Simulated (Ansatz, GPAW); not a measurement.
# Geometry or basis: what sets the conductance of an In chain with a Cu atom bridging one bond, part 3 of 4

Aim: the conductance of an In chain with a Cu atom bridging one bond after relaxation, and whether geometry, basis or functional moves it most.

GPAW 26.7.0 and Ansatz 0.2.0; Ansatz plane waves; relaxation of the junction with the lead ends held (the session's first sound run).

So far, transmission at the Fermi level (one spin): step 3 (plane-wave reference (PBE)) 1.29. Also conductance of the perfect lead (G₀): step 3 3.00.

## Step 4: GPAW, dzp

Localised orbitals split the wire into layers that couple to their neighbours alone, which is what the Green's function method needs; double zeta with polarisation is the usual level for numbers.

This step: GPAW LCAO, PAW setups; Landauer transmission from Green's functions with principal layers (ASE), zero bias (GPAW 26.7.0).

Input file run.py:

```python
import json
import numpy as np
from ase import Atoms
from ase.transport.calculators import TransportCalculator
from gpaw import GPAW, FermiDirac
from gpaw.lcao.tools import get_lcao_hamiltonian
from scipy.linalg import eigh

# The junction with lead layers at both ends, along the third cell vector
device = Atoms(
    ['In', 'In', 'In', 'In', 'In', 'In', 'Cu', 'In', 'In', 'In', 'In', 'In', 'In'],
    positions=[
        [4.50000, 4.50000, 1.47500],
        [4.50000, 4.50000, 4.42500],
        [4.50000, 4.50000, 7.37500],
        [4.50000, 4.50000, 10.32500],
        [4.95525, 3.82083, 13.33131],
        [4.40047, 4.81086, 16.28252],
        [6.50125, 4.44537, 17.79320],
        [4.38573, 4.16522, 19.29950],
        [4.98219, 5.14093, 22.25732],
        [4.50000, 4.50000, 25.27500],
        [4.50000, 4.50000, 28.22500],
        [4.50000, 4.50000, 31.17500],
        [4.50000, 4.50000, 34.12500]],
    cell=[[9.0, 0.0, 0.0], [0.0, 9.0, 0.0], [0.0, 0.0, 35.6]],
    pbc=True)

# One principal layer of the lead: the first 3 atoms of the device
lead = Atoms(
    ['In', 'In', 'In'],
    positions=[
        [4.50000, 4.50000, 1.47500],
        [4.50000, 4.50000, 4.42500],
        [4.50000, 4.50000, 7.37500]],
    cell=[[9.0, 0.0, 0.0], [0.0, 9.0, 0.0], [0.0, 0.0, 8.85]],
    pbc=True)

settings = dict(mode='lcao', basis='dzp', xc='PBE', h=0.2,
                occupations=FermiDirac(0.1), maxiter=250,
                mixer=dict(beta=0.1, nmaxold=8, weight=100.0),
                convergence=dict(density=0.0001))
energies = np.arange(-2, 2 + 1e-9, 0.025)
eta = 0.0001
n1, n2 = 1, 1
# k and -k transmit alike, so half of the mesh across the current serves
mesh = [(i, j) for i in range(n1) for j in range(n2) if (i, j) <= (-i % n1, -j % n2)]
weights = np.array([1 if (i, j) == (-i % n1, -j % n2) else 2 for i, j in mesh]) / (n1 * n2)

# [... helper functions left out ...]
fermi_lead = ground_state(lead, (1, 1, 13), 'lead.txt')
fermi_device = ground_state(device, (1, 1, 2), 'device.txt')
# [... loop over the mesh left out, but for ...]
        # Shift the lead onto the potential of the device's first layer
        shift = ((H[:, 0, 0] - H0[:, 0, 0]) / S0[0, 0]).real.mean()
# [...]
kT = 8.617333e-5 * 300
bias = [0.1, 0.2, 0.5, 1.0, 1.5, 2.0]
# [... integrals and printing left out ...]
```

Launch:

```console
$ OMP_NUM_THREADS=1 OPENBLAS_NUM_THREADS=1 python run.py
```

Numbers of over 12 decimals in the logs are rounded to 6 here.

Log:

```text
basis functions: device 291, principal layer 69
Fermi level: lead -2.2014 eV, device -2.1014 eV; lead shifted by -0.0065 eV
largest coupling past the next layer 1.88e-06 eV, largest misfit of the first layer 0.039 eV
  E-E_F (eV)   T (one spin)  channels
    -2.000    4.8169e-02    1.0000
    -1.975    2.3179e-05    0.0000
    -1.950    6.6137e-07    0.0000
    -1.925    2.8883e-03    0.0000
    -1.900    1.9029e-07    0.0000
    -1.875    3.3416e-08    0.0000
    -1.850    2.9149e-10    0.0000
    -1.825    3.2563e-09    0.0000
    -1.800    2.2749e-09    0.0000
    -1.775    1.6389e-09    0.0000
    -1.750    1.2643e-09    0.0000
    -1.725    1.0404e-09    0.0000
    -1.700    9.0701e-10    0.0000
    -1.675    8.3306e-10    0.0000
    -1.650    8.0314e-10    0.0000
    -1.625    8.1110e-10    0.0000
[...]
1.825    2.7133e+00    3.0000
     1.850    2.8518e+00    3.0000
     1.875    2.7357e+00    3.0000
     1.900    2.7377e+00    3.0000
     1.925    2.7105e+00    3.0000
     1.950    2.6296e+00    3.0000
     1.975    2.4614e+00    3.0000
     2.000    2.2161e+00    3.0000
conductance at 300 K: 1.2655 G0 a cell; thermopower -11.49 uV/K
current from the zero-bias T(E) at 0.1 V: 9.7823 uA
current from the zero-bias T(E) at 0.2 V: 19.443 uA
current from the zero-bias T(E) at 0.5 V: 48.453 uA
current from the zero-bias T(E) at 1.0 V: 97.284 uA
current from the zero-bias T(E) at 1.5 V: 148.34 uA
current from the zero-bias T(E) at 2.0 V: 201.88 uA
```

It took 2.4 min on 1 thread of Intel Xeon Platinum 8259CL at 2.50GHz (Skylake/Cascade Lake), shared host; peak memory 1.2 GiB.

Numbers from this step:

```yaml
conductance: 1.265 G₀
largest_coupling_past_the_next_principal_layer: 1.88e-6 eV
largest_misfit_of_the_first_principal_layer: 0.03898 eV
shift_that_aligns_the_lead: -0.006530 eV
basis_functions_of_the_junction: 291
basis_functions_of_a_principal_layer: 69
transmission_at_the_fermi_level_one_spin: 1.274
```

One spin. Table of transmission, zone mean by energy, zero at the Fermi level:

| energy (eV) | transmission, zone mean |
| --- | --- |
| -2.0000 | 0.0482 |
| -1.7500 | 1.3e-9 |
| -1.5000 | 1.8e-9 |
| -1.2500 | 0.00364 |
| -1.0000 | 0.102 |
| -0.7500 | 0.202 |
| -0.5000 | 0.349 |
| -0.2500 | 0.969 |
| 0.0000 | 1.27 |
| 0.2500 | 1.69 |
| 0.5000 | 2.16 |
| 0.7500 | 2.55 |
| 1.0000 | 2.64 |
| 1.2500 | 2.56 |
| 1.5000 | 2.53 |
| 1.7500 | 2.65 |
| 1.8500 | 2.85 |
| 2.0000 | 2.22 |

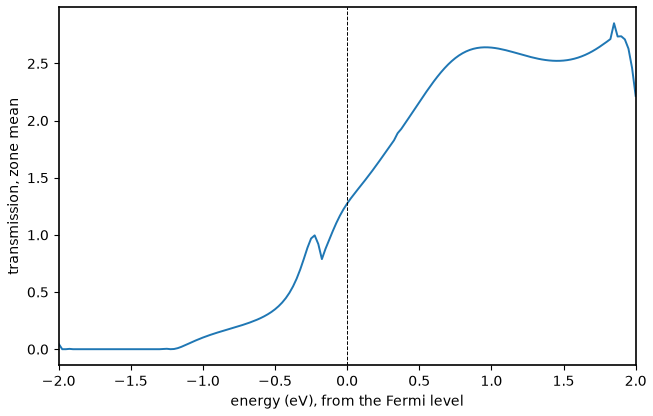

Transmission, zone mean, plotted against energy.

Crossings of the lead's bands, unfolded to its shortest repeat. Open channels, zone mean against energy, zero at the Fermi level:

| energy (eV) | open channels, zone mean |
| --- | --- |
| -2.0000 | 1 |
| -1.7500 | 0 |
| -1.5000 | 0 |
| -1.2500 | 1 |
| -1.0000 | 1 |
| -0.7500 | 1 |
| -0.5000 | 1 |
| -0.2500 | 1 |
| 0.0000 | 3 |
| 0.2500 | 3 |
| 0.5000 | 3 |
| 0.7500 | 3 |
| 1.0000 | 3 |
| 1.2500 | 3 |
| 1.5000 | 3 |
| 1.7500 | 3 |
| 2.0000 | 3 |

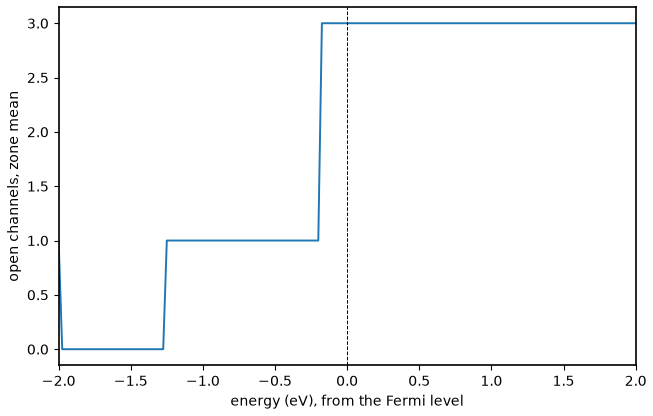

Open channels, zone mean against energy.

Not self-consistent under bias; the bias window is split evenly. The current through one cell, from the zero-bias transmission by bias:

| bias (V) | current through one cell, from the zero-bias transmission (μA) |
| --- | --- |
| 0.100 | 9.78 |
| 0.200 | 19.4 |
| 0.500 | 48.5 |
| 1.000 | 97.3 |
| 1.500 | 148 |
| 2.000 | 202 |

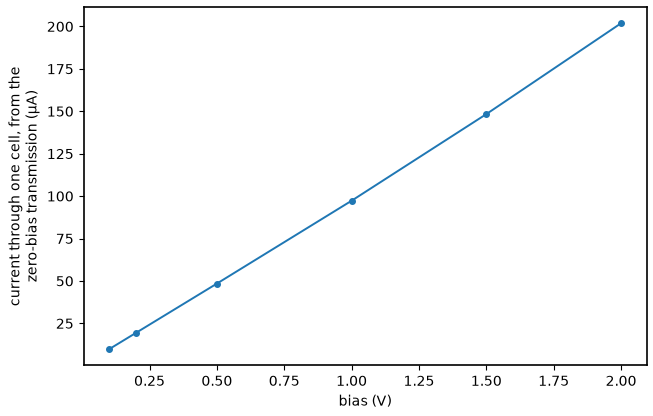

Current through one cell, from the zero-bias transmission, plotted against bias.

The transmission of the three most open eigenchannels by energy, zero at the Fermi level:

| energy (eV) | channel 1 | channel 2 | channel 3 |
| --- | --- | --- | --- |
| -2.000 | 0.0482 | 0 | 0 |
| -1.800 | 2.3e-9 | 0 | 0 |
| -1.600 | 8.6e-10 | 0 | 0 |
| -1.400 | 1.8e-8 | 0 | 0 |
| -1.200 | 0.00172 | 0 | 0 |
| -1.000 | 0.102 | 0 | 0 |
| -0.800 | 0.183 | 0 | 0 |
| -0.600 | 0.272 | 0 | 0 |
| -0.400 | 0.493 | 0 | 0 |
| -0.200 | 0.920 | 2.7e-9 | 1.1e-9 |
| 0.000 | 0.976 | 0.258 | 0.0410 |
| 0.200 | 0.997 | 0.490 | 0.118 |
| 0.400 | 0.985 | 0.704 | 0.283 |
| 0.600 | 0.972 | 0.827 | 0.543 |
| 0.800 | 0.953 | 0.925 | 0.711 |
| 1.000 | 0.988 | 0.916 | 0.735 |
| 1.200 | 0.999 | 0.860 | 0.723 |
| 1.400 | 0.996 | 0.806 | 0.724 |
| 1.600 | 0.994 | 0.796 | 0.761 |
| 1.800 | 0.995 | 0.874 | 0.821 |
| 2.000 | 0.998 | 0.990 | 0.228 |

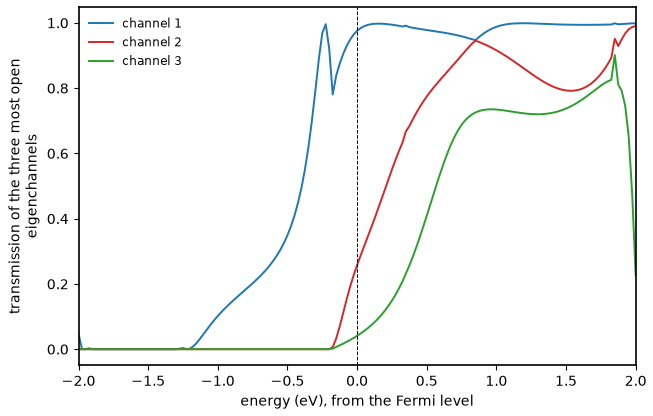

Transmission of the three most open eigenchannels, plotted against energy.

At the Fermi level T is 1.27 against 1.29 in plane waves. Couplings past the next layer reach 1.9e-6 eV, small enough to drop; the matrix elements of the cell's first layer differ from the bulk lead's by up to 0.039 eV. That layer keeps its own values in the calculation, and only beyond it is the lead taken as perfect. The Fermi levels of lead and junction count from different zeros of potential, one for each periodic cell; with both set to zero, the small remaining shift is what aligns them. By hand: G = 1.265 × 77.48 μS = 98.0 μS, a resistance of 10.2 kΩ; at 0.1 V a linear junction would pass 9.80 μA, and the integral over the bias window gives 9.78 μA.

## Step 5: Single-zeta polarised basis

The second zeta is dropped, the polarisation orbitals stay.

Changes to run.py since step 4:

```diff
@@ -38,3 +38,3 @@
 
-settings = dict(mode='lcao', basis='dzp', xc='PBE', h=0.2,
+settings = dict(mode='lcao', basis='szp(dzp)', xc='PBE', h=0.2,
                 occupations=FermiDirac(0.1), maxiter=250,
```

Log:

```text
basis functions: device 177, principal layer 42
Fermi level: lead -2.3506 eV, device -2.2303 eV; lead shifted by -0.0063 eV
largest coupling past the next layer 1.86e-06 eV, largest misfit of the first layer 0.041 eV
  E-E_F (eV)   T (one spin)  channels
    -2.000    5.5459e-09    0.0000
    -1.975    1.3296e-08    0.0000
    -1.950    8.1159e-08    0.0000
[...]
1.975    2.9053e+00    3.0000
     2.000    2.9291e+00    3.0000
conductance at 300 K: 1.2789 G0 a cell; thermopower -11.89 uV/K
current from the zero-bias T(E) at 0.1 V: 9.8874 uA
current from the zero-bias T(E) at 0.2 V: 19.659 uA
current from the zero-bias T(E) at 0.5 V: 49.071 uA
current from the zero-bias T(E) at 1.0 V: 98.671 uA
current from the zero-bias T(E) at 1.5 V: 150.55 uA
current from the zero-bias T(E) at 2.0 V: 204.25 uA
```

Elapsed: 2.1 min, on 1 thread; peak memory 1.2 GiB.

Numbers from this step:

```yaml
conductance: 1.279 G₀
largest_coupling_past_the_next_principal_layer: 1.86e-6 eV
largest_misfit_of_the_first_principal_layer: 0.04124 eV
shift_that_aligns_the_lead: -0.006273 eV
basis_functions_of_the_junction: 177
basis_functions_of_a_principal_layer: 42
transmission_at_the_fermi_level_one_spin: 1.287
```

The conductance, 1.28 G₀, lies 1.1 % above that of the dzp run.

## Step 6: GPAW, sz: basis = "sz(dzp)"

The minimal basis is the cheapest rung: no second zeta and no polarisation.

Changes to run.py since step 5:

```diff
@@ -38,3 +38,3 @@
 
-settings = dict(mode='lcao', basis='szp(dzp)', xc='PBE', h=0.2,
+settings = dict(mode='lcao', basis='sz(dzp)', xc='PBE', h=0.2,
                 occupations=FermiDirac(0.1), maxiter=250,
```

Log:

```text
basis functions: device 114, principal layer 27
Fermi level: lead -2.2681 eV, device -2.1376 eV; lead shifted by -0.0073 eV
largest coupling past the next layer 1.93e-06 eV, largest misfit of the first layer 0.040 eV
  E-E_F (eV)   T (one spin)  channels
    -2.000    1.6401e-01    1.0000
    -1.975    2.5266e-01    1.0000
    -1.950    3.2619e-01    1.0000
[...]
1.975    2.6906e+00    3.0000
     2.000    2.7206e+00    3.0000
conductance at 300 K: 1.2876 G0 a cell; thermopower -10.78 uV/K
current from the zero-bias T(E) at 0.1 V: 9.9578 uA
current from the zero-bias T(E) at 0.2 V: 19.811 uA
current from the zero-bias T(E) at 0.5 V: 49.099 uA
current from the zero-bias T(E) at 1.0 V: 97.472 uA
current from the zero-bias T(E) at 1.5 V: 146.98 uA
current from the zero-bias T(E) at 2.0 V: 199.13 uA
```

Wall time 86 s (1 thread); peak memory 1.1 GiB.

This step gave:

```
conductance                                    : 1.288 G₀
largest coupling past the next principal layer : 1.93e-6 eV
largest misfit of the first principal layer    : 0.03990 eV
shift that aligns the lead                     : -0.007270 eV
basis functions of the junction                : 114
basis functions of a principal layer           : 27
transmission at the Fermi level (one spin)     : 1.295
```

The conductance, 1.29 G₀, lies 1.7 % above that of the dzp run.

## Step 7: RPBE in the dzp basis: xc = "RPBE"

Back in the dzp basis, the functional changes from PBE to RPBE, to set the spread between functionals beside that between bases.

Changes to run.py since step 6:

```diff
@@ -38,3 +38,3 @@
 
-settings = dict(mode='lcao', basis='sz(dzp)', xc='PBE', h=0.2,
+settings = dict(mode='lcao', basis='dzp', xc='RPBE', h=0.2,
                 occupations=FermiDirac(0.1), maxiter=250,
```

Log:

```text
basis functions: device 291, principal layer 69
Fermi level: lead -2.0811 eV, device -1.9786 eV; lead shifted by -0.0061 eV
largest coupling past the next layer 1.88e-06 eV, largest misfit of the first layer 0.039 eV
  E-E_F (eV)   T (one spin)  [channel counts left out]
    -2.000    1.3300e-01
    -1.975    1.4356e-01
    -1.950    9.4055e-02
[...]
1.975    2.0241e+00
     2.000    2.0001e+00
conductance at 300 K: 1.2533 G0 a cell; thermopower -11.47 uV/K
current from the zero-bias T(E) at 0.1 V: 9.6872 uA
current from the zero-bias T(E) at 0.2 V: 19.246 uA
current from the zero-bias T(E) at 0.5 V: 47.951 uA
current from the zero-bias T(E) at 1.0 V: 96.758 uA
current from the zero-bias T(E) at 1.5 V: 147.92 uA
current from the zero-bias T(E) at 2.0 V: 201.71 uA
```

Wall time 2.2 min (1 thread); peak memory 1.2 GiB.

This step gave:

```yaml
conductance: 1.253 G₀
largest_coupling_past_the_next_principal_layer: 1.88e-6 eV
largest_misfit_of_the_first_principal_layer: 0.03912 eV
shift_that_aligns_the_lead: -0.006053 eV
basis_functions_of_the_junction: 291
basis_functions_of_a_principal_layer: 69
transmission_at_the_fermi_level_one_spin: 1.262
```

One spin. Transmission, zone mean against energy, zero at the Fermi level:

| energy (eV) | transmission, zone mean |
| --- | --- |
| -2.000 | 0.133 |
| -1.800 | 4.2e-9 |
| -1.600 | 1.2e-9 |
| -1.400 | 2.4e-8 |
| -1.200 | 0.00123 |
| -1.000 | 0.106 |
| -0.800 | 0.188 |
| -0.600 | 0.278 |
| -0.400 | 0.506 |
| -0.225 | 0.993 |
| -0.200 | 0.905 |
| 0.000 | 1.26 |
| 0.200 | 1.59 |
| 0.400 | 1.96 |
| 0.600 | 2.34 |
| 0.800 | 2.60 |
| 1.000 | 2.65 |
| 1.200 | 2.59 |
| 1.400 | 2.53 |
| 1.600 | 2.56 |
| 1.800 | 2.68 |
| 1.825 | 2.69 |
| 2.000 | 2.00 |

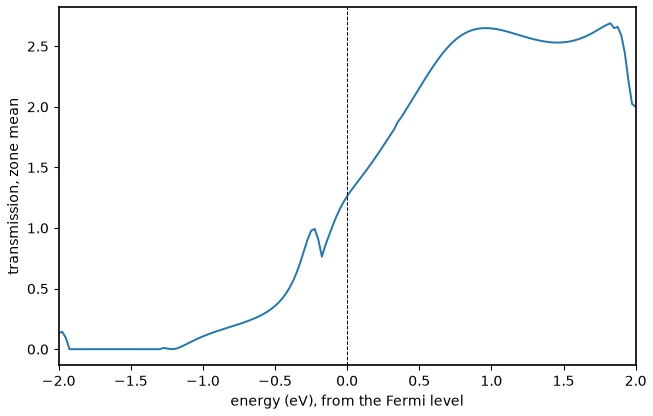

Transmission, zone mean, plotted against energy.

The conductance, 1.25 G₀, lies 1.0 % below that of the dzp run.

## Step 8: The structure as built: geometry = "as built"

The dzp basis with PBE on the structure as first built shows what the relaxation was worth.

Changes to run.py since step 7:

```diff
@@ -16,7 +16,7 @@
         [4.50000, 4.50000, 10.32500],
-        [4.95525, 3.82083, 13.33131],
-        [4.40047, 4.81086, 16.28252],
-        [6.50125, 4.44537, 17.79320],
-        [4.38573, 4.16522, 19.29950],
-        [4.98219, 5.14093, 22.25732],
+        [4.50000, 4.50000, 13.27500],
+        [4.50000, 4.50000, 16.22500],
+        [6.58648, 4.50000, 17.80000],
+        [4.50000, 4.50000, 19.37500],
+        [4.50000, 4.50000, 22.32500],
         [4.50000, 4.50000, 25.27500],
@@ -38,3 +38,3 @@
 
-settings = dict(mode='lcao', basis='dzp', xc='RPBE', h=0.2,
+settings = dict(mode='lcao', basis='dzp', xc='PBE', h=0.2,
                 occupations=FermiDirac(0.1), maxiter=250,
```

Log:

```text
basis functions: device 291, principal layer 69
Fermi level: lead -2.2014 eV, device -2.1645 eV; lead shifted by -0.0211 eV
largest coupling past the next layer 1.88e-06 eV, largest misfit of the first layer 0.024 eV
  E-E_F (eV)   T (one spin)  channels
    -2.000    1.6124e-02    1.0000
    -1.975    2.2088e-07    0.0000
    -1.950    1.0481e-07    0.0000
[...]
1.975    2.5211e+00    3.0000
     2.000    2.4788e+00    3.0000
conductance at 300 K: 2.2258 G0 a cell; thermopower -3.215 uV/K
current from the zero-bias T(E) at 0.1 V: 17.204 uA
current from the zero-bias T(E) at 0.2 V: 34.087 uA
current from the zero-bias T(E) at 0.5 V: 77.711 uA
current from the zero-bias T(E) at 1.0 V: 142.84 uA
current from the zero-bias T(E) at 1.5 V: 207.36 uA
current from the zero-bias T(E) at 2.0 V: 264.47 uA
```

Wall time 1.9 min (1 thread); peak memory 1.2 GiB.

Numbers from this step:

- conductance: 2.226 G₀
- largest misfit of the first principal layer: 0.02382 eV
- shift that aligns the lead: -0.02112 eV
- transmission at the Fermi level (one spin): 2.237

One spin. Transmission, zone mean against energy, zero at the Fermi level:

| energy (eV) | transmission, zone mean |
| --- | --- |
| -2.000 | 0.0161 |
| -1.800 | 7.9e-8 |
| -1.600 | 1.5e-8 |
| -1.400 | 6.6e-6 |
| -1.200 | 0.105 |
| -1.000 | 0.00385 |
| -0.800 | 0.469 |
| -0.600 | 0.817 |
| -0.400 | 0.923 |
| -0.200 | 0.965 |
| 0.000 | 2.24 |
| 0.200 | 2.34 |
| 0.400 | 2.45 |
| 0.600 | 2.55 |
| 0.800 | 2.65 |
| 1.000 | 2.73 |
| 1.200 | 2.77 |
| 1.375 | 2.78 |
| 1.400 | 2.78 |
| 1.600 | 2.76 |
| 1.800 | 2.70 |
| 2.000 | 2.48 |

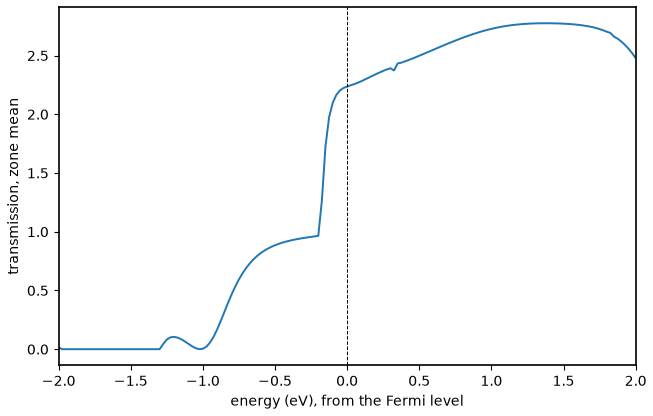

Transmission, zone mean against energy.

The conductance, 2.23 G₀, lies 76 % above that of the dzp run.

## Step 9: Cost and result by level

Times are wall times on the hardware named with each run. The series side by side:

| no. | run | conductance (G₀) | time | memory (GiB) |
| --- | --- | --- | --- | --- |
| 1 | pw PBE | 1.289 | 1.8 min | 3.6 |
| 2 | dzp | 1.265 | 2.4 min | 1.2 |
| 3 | szp | 1.279 | 2.1 min | 1.2 |
| 4 | sz | 1.288 | 86 s | 1.1 |
| 5 | dzp RPBE | 1.253 | 2.2 min | 1.2 |
| 6 | asbuilt | 2.226 | 1.9 min | 1.2 |

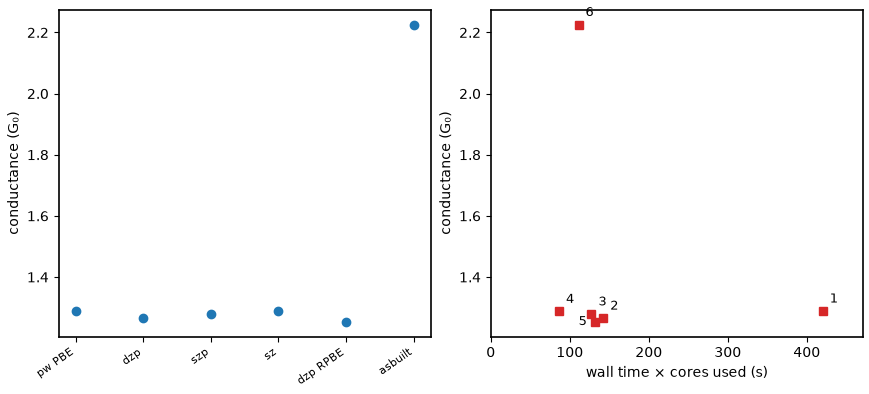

The series as plots; the last panel sets the first result against cost, with the runs numbered as in the table.

[end of part 3 of 4]

[Logs are printed without paths, hosts, clocks, repeated set-up lines and the standing remarks that a program may print on its own settings, such as how far it seeks lower states.]

[Hosts, paths, dates, database ids (printed as entryN), source tags and the programs' standing remarks are cut or masked in the printed files.]
